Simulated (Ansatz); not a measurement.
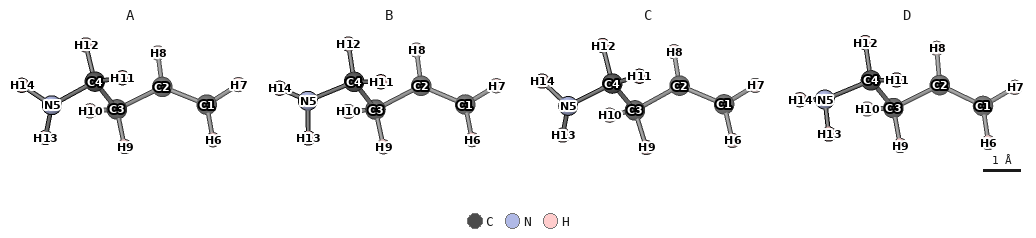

4 geometries from one relaxation of C₄H₉N, in shuffled order. The picture is a ball-and-stick view, seen at a tilt.

The run prepares an end point of a later path (torsion) calculation, from a guessed geometry.

These are results of Ansatz 0.2.0, RHF/def2-mTZVP, not measurements. Settings: no spin polarisation; force threshold 0.015 eV/Å; at most 40 steps.

> Order the frames from highest to lowest energy.

C, A, B, D. They are steps 0, 3, 7, 14, at +12.1 kcal/mol, +3.38 kcal/mol, +1.43 kcal/mol relative to the last. Over 14 geometry steps the energy falls by 12.1 kcal/mol. The largest force component goes from 3.4 to 0.0077 eV/Å. The atom that moves furthest after the best rigid fit is H13 (0.82 Å). Largest moves by element: H 0.82 Å, N 0.19 Å, C 0.11 Å. Near-neighbour distances that change, for instance: C4–H12 1.143 → 1.084 Å, C3–H9 1.135 → 1.085 Å, C3–H10 1.048 → 1.088 Å, C2–H8 1.041 → 1.078 Å. Among the angles between lasting bonds that change: N5–C4–H11 115.3° → 108.2°, C4–N5–H14 104.3° → 110.8°, C3–C4–H12 104.8° → 109.5°. Groups turn about C4–N5 by about 60°.

Limits of the set-up: Hartree-Fock leaves out electron correlation.
